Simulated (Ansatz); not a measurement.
**doublet C2H7NSi+ at U-r2SCAN/def2-SVP**

Wanted: a single-point energy of doublet C2H7NSi+. 

Program for the calculation: Ansatz 0.2.0.

61 further runs of the same task are left out: 61 set aside as unsound or not needed.

### Step 1. The system as given

C2H7NSi+ has 11 atoms, charge +1, and is taken as a doublet. As SMILES of the parent species, `NC1C[SiH2]1`. The coordinates come from a PBE0-D4/def2-TZVP relaxation. This is one conformer, not always the lowest. That shape belongs to the parent species and isn't relaxed for this state.

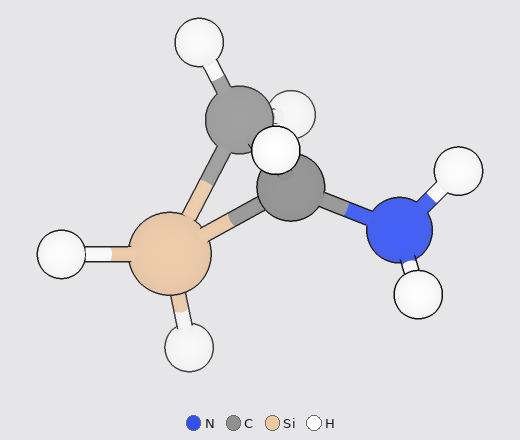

Viewed from a chosen angle; nitrogen blue, carbon grey, silicon light orange, hydrogen white.

### Step 2. The energy at U-r2SCAN/def2-SVP

run.yaml

```yaml
basis:
  gaussian: {orbitals: def2-SVP}
crystal:
  periodic: [false, false, false]
  atoms:
    - symbol: N
      position_ang: [-1.337200, 0.826100, -0.314200]
    - symbol: C
      position_ang: [0.048100, 0.587400, -0.015100]
    - symbol: C
      position_ang: [0.296100, -0.519700, 1.025200]
    - symbol: Si
      position_ang: [0.845000, -0.955900, -0.685100]
    - symbol: H
      position_ang: [-1.450400, 1.288300, -1.206000]
    - symbol: H
      position_ang: [-1.774000, 1.401500, 0.397500]
    - symbol: H
      position_ang: [0.701400, 1.454200, 0.118600]
    - symbol: H
      position_ang: [1.025100, -0.311700, 1.801300]
    - symbol: H
      position_ang: [-0.607900, -0.997000, 1.390600]
    - symbol: H
      position_ang: [2.288700, -0.939900, -1.005500]
    - symbol: H
      position_ang: [0.030300, -1.890100, -1.486800]
total_charge: 1
magnetization: {spin_polarized: true, initial_magnetization: 1}
hamiltonian: {xc: {name: r2SCAN}}
accuracy: high
output: {orbitals: {seedname: orbitals}}
```

Launch:

```sh
ansatz run run.yaml --threads 1 --pin off --max-ram 3480MiB --events-out events.jsonl --progress --plain --runs-dir runs
```

Log:

```text
Warning: RAYON_NUM_THREADS=1 ignored (pool sized by the plan → 1); use --threads N
Functional definition: r2SCAN
  name "r2SCAN"
  parameter k0 = 0.174
  parameter k1 = 0.065
  parameter a1 = 4.9479
  exchange = r2scan_x(k0 = k0, k1 = k1, a1 = a1)
  correlation = r2scan_c
2286 factors; integrals over basis functions are off by at most 3.6e-9 eV
mean field evaluation 1: about -11510.6120 eV, gradient 6.7e1 eV
mean field evaluation 2: about -11337.6911 eV, gradient 1.6e2 eV
mean field evaluation 4: about -11530.2951 eV, gradient 3.7e1 eV
mean field evaluation 8: about -11537.9190 eV, gradient 6.6e-1 eV
mean field evaluation 16: about -11537.9175 eV, gradient 5.0e-4 eV
mean field evaluation 32: about -11537.2377 eV, gradient 5.0e0 eV
mean field -11537.91754741 eV, -424.0106491858 hartree, gradient 3.8e-8 eV, S^2 0.753673; 1 other end points of the search recorded, 0 dependent functions left out
reference -11537.91754959 eV, -424.0106492661 hartree; 20, 19 occupied and 75, 76 virtual orbitals, 2286 factors
Total energy: -11537.91754959 eV, -424.0106492661 hartree
```

Run time: 25 s. Hardware: 1 thread of Arm Neoverse V2, shared host; peak memory 0.48 GiB.

### Step 3. Summary of results

Level: U-r2SCAN/def2-SVP.

| quantity | value |
| --- | --- |
| total energy | -424.01065 Eh |
| HOMO energy (highest over α and β) | -12.40 eV |
| LUMO energy (lowest over α and β) | -11.19 eV |
| ⟨S²⟩ | 0.754 |
